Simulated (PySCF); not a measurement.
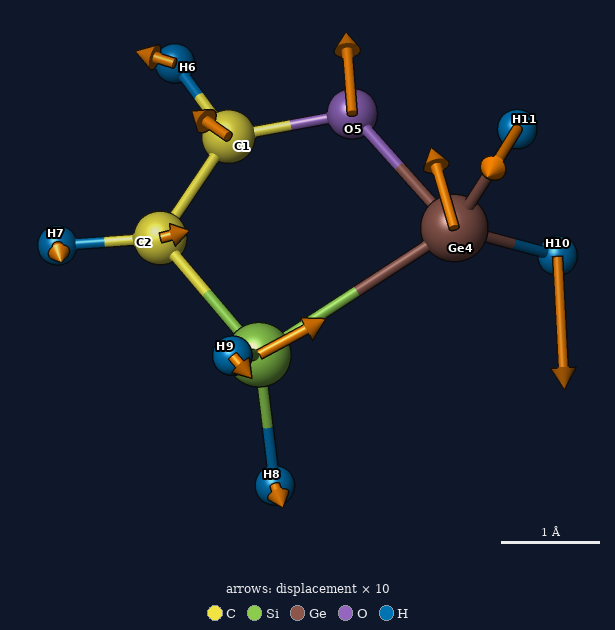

A relaxation of C2H6GeOSi. The starting structure is drawn; orange arrows show the displacements, magnified 10 times. The two geometries are superimposed by the best rigid fit.

Style: ball-and-stick. Shown at a tilt.

The start comes from GFN2-xTB. Its atoms were then displaced at random by about 0.01 Å.

These are results of PBE0-D3(BJ)/def2-SVP geometry optimisation, gas phase in PySCF, not measurements. 

### Atoms of which element are displaced furthest, and by how much?

Hydrogen: up to 0.14 Å, against 0.10 Å for oxygen.

### Describe the change and its energy.

An H atom moves most after the best rigid fit: 0.14 Å. By element the largest moves are H 0.14 Å, O 0.10 Å, Ge 0.10 Å, Si 0.08 Å, C 0.06 Å. Near-neighbour distances that change, for instance: Ge–H 1.491 → 1.537 Å, H–Si 1.450 → 1.495 Å, Ge–Si 2.418 → 2.377 Å, C–O 1.290 → 1.331 Å. Bond angles that change, for instance: Si–Ge–H 127.4° → 120.6°, O–Ge–H 98.5° → 104.8°, O–Ge–H 98.6° → 104.8°. After 6 geometry steps the energy has fallen by 22.0 kJ/mol.
